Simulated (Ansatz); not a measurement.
AsRhBr6

Input file:

```
crystal:
  lattice:
    - [5.1136944755, 0.0, 0.0]
    - [0.0, 5.1136944755, 0.0]
    - [0.0, 0.0, 6.8639807438]
  atoms:
    - { symbol: As, position: [0.0, 0.0, 0.5] }
    - { symbol: Rh, position: [0.0, 0.0, 0.0] }
    - { symbol: Br, position: [0.5, 0.5, 0.0] }
    - { symbol: Br, position: [0.5, 0.5, 0.5] }
    - { symbol: Br, position: [0.5, 0.0, 0.2379094029] }
    - { symbol: Br, position: [0.5, 0.0, 0.7620905971] }
    - { symbol: Br, position: [0.0, 0.5, 0.2379094029] }
    - { symbol: Br, position: [0.0, 0.5, 0.7620905971] }
kpoints:
  mp_grid: { grid: [6, 6, 4] }
  band_path:
    path:
      - [0.0, 0.0, 0.0]
      - [0.0, 0.5, 0.0]
      - [0.5, 0.5, 0.0]
      - [0.0, 0.0, 0.5]
      - [0.0, 0.5, 0.5]
      - [0.5, 0.5, 0.5]
    npoints: 1
hamiltonian:
  xc: r2scan
  dispersion: rvv10
scf:
  occupations: { method: fermi_dirac, width: 0.03 }
  n_extra_bands: 6
output:
  forces: true
  stress: true
  eigenvalues: true
  write_density: true
  write_potential: true
  elf: true
  volumetric_format: npy
```

Launched as:

```sh
ansatz run input.yaml --threads 4 --pin off --max-ram 4608MiB --backend cpu --events-out ev --progress --plain --runs-dir out
```

Below, planes, directions and counts refer to the conventional cell (a = 5.11 Å, b = 5.11 Å, c = 6.86 Å, α = 90.00°, β = 90.00°, γ = 90.00°).

Space group P4/mmm; a structure from a database of computed crystals, not necessarily the ambient phase; started from the TiAlNi6-123 prototype, which need not be the ambient phase; computed without spin polarisation.

Level of theory: DFT, r2SCAN+rVV10, plane waves, PAW in Ansatz.

**Predict the valence pseudo-density and electron localisation function between the atoms.**

Rh–Br (3.03 Å): ρ at the midpoint is about 0.18 e/Å³; the ELF is about 0.20 at the midpoint.
As–Br (3.13 Å): the density is about 0.17 e/Å³ at the midpoint; the ELF is about 0.25 at the midpoint.
As–Rh (3.43 Å): ρ at the midpoint is about 0.1 e/Å³; the ELF is about 0.15 at the midpoint (no localised pair shows between them).

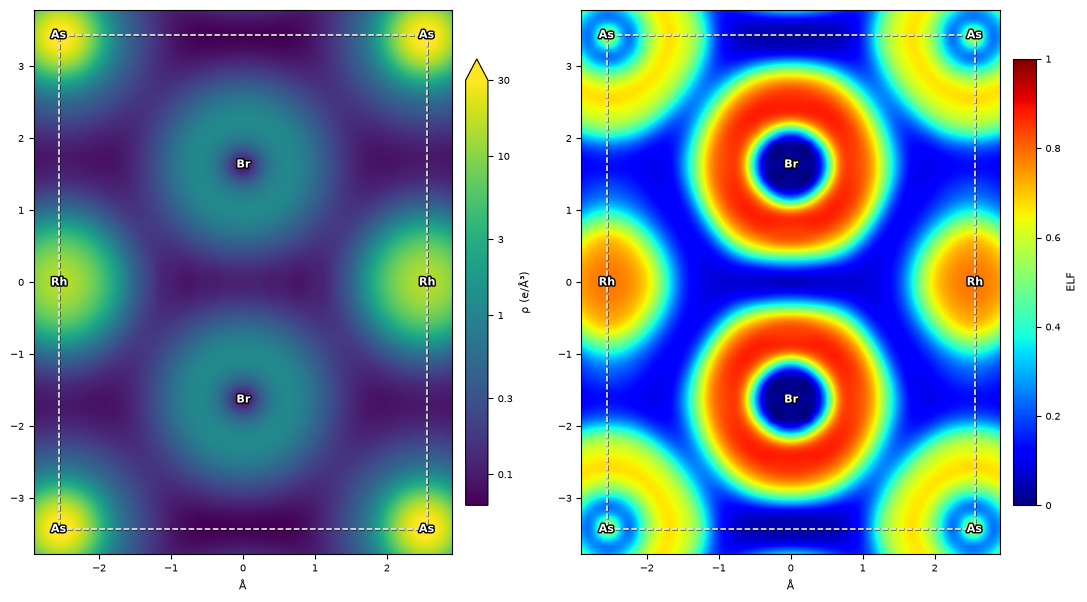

Computed valence pseudo-density and electron localisation function on the (010) plane of the conventional cell, in this order. 

Core electrons are frozen (PAW), and the valence fields are smoothed inside the atomic spheres.
